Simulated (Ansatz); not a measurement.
# Profile along the Co–Co line in TaCo3 (space group R-3m)

TaCo3 (space group R-3m)

```cif
data_Co27Ta9
_chemical_formula_sum 'Ta9 Co27'
_space_group_name_H-M_alt 'R-3m :H'
_space_group_IT_number 166
_space_group_name_Hall '-R 3 2"'
_cell_length_a 5.09287
_cell_length_b 5.09287
_cell_length_c 18.51123
_cell_angle_alpha 90.000
_cell_angle_beta 90.000
_cell_angle_gamma 120.000
loop_
_atom_site_label
_atom_site_type_symbol
_atom_site_symmetry_multiplicity
_atom_site_Wyckoff_symbol
_atom_site_fract_x
_atom_site_fract_y
_atom_site_fract_z
_atom_site_occupancy
Ta1 Ta 3 a 0.00000 0.00000 0.00000 1
Ta2 Ta 6 c 0.00000 0.00000 0.21869 1
Co1 Co 9 e 0.00000 0.50000 0.00000 1
Co2 Co 18 h 0.17599 0.35197 0.11015 1
```
(The calculation used a cell of 12 atoms; values per cell refer to that cell.)

Fields along a shortest Co–Co line of a (1 -1 0 2) plane (2.40 Å), from Co to Co, interpolated on the slice's grid (step about 0.2 Å). Calculation: PBEsol (plane waves to 420 eV, PAW, scalar-relativistic; Ansatz, a first-principles code). k mesh 9×9×9. Near the nuclei the fields are pseudised (PAW); where an atom keeps semicore shells as valence, they peak there. Spin-orbit coupling is left out, though Ta is heavy. TaCo3 is run without spin polarisation. TaCo3 was relaxed with its symmetry unable to fall.

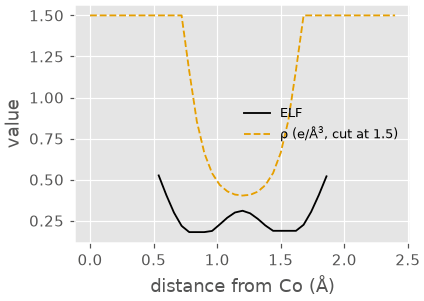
Fig. 1. ELF (away from the nuclei) and valence density from Co to Co.

Density on the Co–Co line (2.40 Å) at its midpoint: 0.40 e/Å³. ELF at that point: 0.31.
